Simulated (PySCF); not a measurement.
```csv
atom,x (Å),y (Å),z (Å)
C,-0.2503,-0.7738,0.7143
O,-0.2276,0.5962,0.4400
Si,-0.1618,1.1939,-1.1317
O,0.4109,-0.9815,1.9064
O,0.3559,-1.5163,-0.2734
H,-1.3042,-1.1118,0.7572
H,1.1720,0.9727,-1.7632
H,-0.3928,2.6564,-0.9808
H,-1.2286,0.5907,-1.9815
H,0.3597,-0.1538,2.3986
H,1.3051,-1.5000,-0.0855
```

Geometry: PBE0-D3(BJ)/def2-SVP.

The calculation used PBE0/pcSseg-2, SCF density, gas phase, non-relativistic in PySCF.

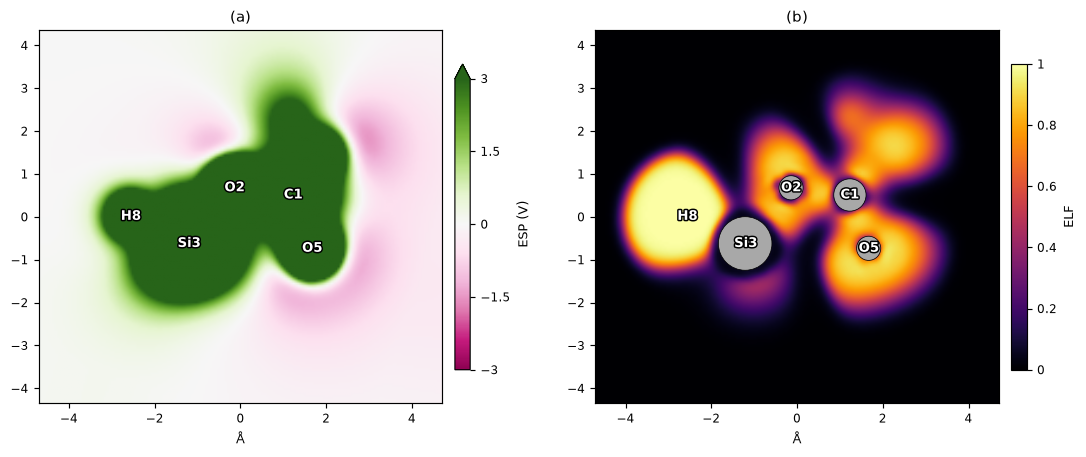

CH$_{6}$O$_{3}$Si. (a) electrostatic potential; (b) electron localisation function on the plane of atoms O2, Si3 and H8. Grey discs cover the atomic cores in the ELF map.

> What does the map show?

- The plane passes through C, O, Si and H nuclei.
- C–O (1.38 Å): the ELF peaks at about 0.90 between the atoms, as expected for a polar covalent bond.
- Si–O (1.68 Å): the ELF peaks at about 0.85 between the atoms (a shared but strongly polarised pair).
- Si–H (1.49 Å): the ELF climbs to about 1 towards the hydrogen, as it does in any bond to H.
- The ELF also peaks beside O5, O2 and O4, away from the bonds: lone-pair regions.
- Outside the dense part of the molecule the potential is most negative (−1.5 V) near O4, which lies off the plane.
